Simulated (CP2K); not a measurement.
Consider 3-methylthiofuran at its PBE geometry (Å).

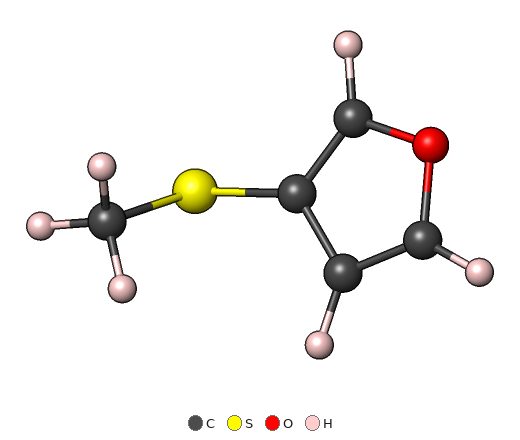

The molecule (carbon dark grey, sulfur yellow, oxygen red, hydrogen pink).

```xyz
13

C     2.3253    0.1232    0.5953
S     1.4740   -0.9363   -0.6165
C    -0.1974   -0.4513   -0.3712
C    -0.8286    0.8031   -0.7010
C    -2.1514    0.6556   -0.4103
O    -2.4037   -0.6117    0.0720
C    -1.1973   -1.2664    0.0941
H     3.3990   -0.0611    0.4646
H     2.1221    1.1837    0.4048
H     2.0339   -0.1380    1.6195
H    -0.3484    1.6849   -1.1104
H    -3.0156    1.3041   -0.4885
H    -1.2119   -2.2899    0.4477
```

Method: CP2K XAS_TDP, all-electron GAPW, PBEh(45%), aug-cc-pVDZ, TDA, no relativity.

Question: Predict the bright core excitations at the C K edge.

Leading lines: C1 283.63 eV, C3 282.56 eV, C4 282.00 eV, C5 282.75 eV and C7 282.62 eV. The leading line of an atom is its first one with 35 % of the strongest within 2.5 eV of its lowest line over the strength cut. 

The first six lines of each atom with a strength over 0.0015:

| atom | energy (eV) | states | strength, one atom |
| --- | --- | --- | --- |
| C1 (bonded to S and 3 H) | 283.63 | 1 | 0.0389 |
|  | 284.51 | 1 | 0.0090 |
|  | 285.14 | 1 | 0.0177 |
|  | 285.25 | 1 | 0.0208 |
|  | 285.65 | 1 | 0.0065 |
|  | 286.04 | 1 | 0.0026 |
| C3 (bonded to 2 C and S) | 282.56 | 1 | 0.0449 |
|  | 284.65 | 1 | 0.0328 |
|  | 284.86 | 1 | 0.0054 |
|  | 285.70 | 1 | 0.0034 |
|  | 286.79 | 1 | 0.0019 |
|  | 287.15 | 1 | 0.0022 |
| C4 (bonded to 2 C and H) | 282.00 | 1 | 0.0473 |
|  | 284.10 | 1 | 0.0054 |
|  | 284.37 | 1 | 0.0105 |
|  | 285.36 | 1 | 0.0042 |
|  | 286.05 | 1 | 0.0018 |
|  | 286.47 | 1 | 0.0040 |
| C5 (bonded to C, O and H) | 282.75 | 1 | 0.0538 |
|  | 285.65 | 1 | 0.0164 |
|  | 286.19 | 1 | 0.0036 |
|  | 286.41 | 1 | 0.0167 |
|  | 286.62 | 1 | 0.0018 |
|  | 286.97 | 1 | 0.0030 |
| C7 (bonded to C, O and H) | 282.62 | 1 | 0.0541 |
|  | 285.79 | 1 | 0.0180 |
|  | 286.29 | 1 | 0.0020 |
|  | 286.48 | 1 | 0.0138 |
|  | 286.64 | 1 | 0.0025 |
|  | 286.88 | 1 | 0.0028 |

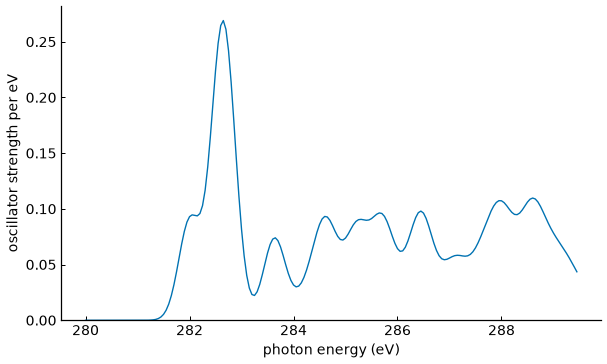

All atoms added, broadened by 0.5 eV.

Lines are vertical, at one geometry, with no vibrational structure. Without a correction of the core level, line positions, and the gaps between valence and Rydberg lines, follow the share of exact exchange. At this level such K lines come out 3 to 6 eV under measured ones. These values hold no scalar relativity, about 0.1 eV for C 1s. Rydberg lines, and the discretised continuum above threshold, depend on the basis and the box.

[Banner, clock and machine lines of the logs are left out without a mark of their own.]

[Logs are printed without paths, hosts, clocks, repeated set-up lines and the standing remarks that a program may print on its own settings, such as how far it seeks lower states.]

[Hosts, paths, dates, database ids (printed as entryN), source tags and the programs' standing remarks are cut or masked in the printed files.]
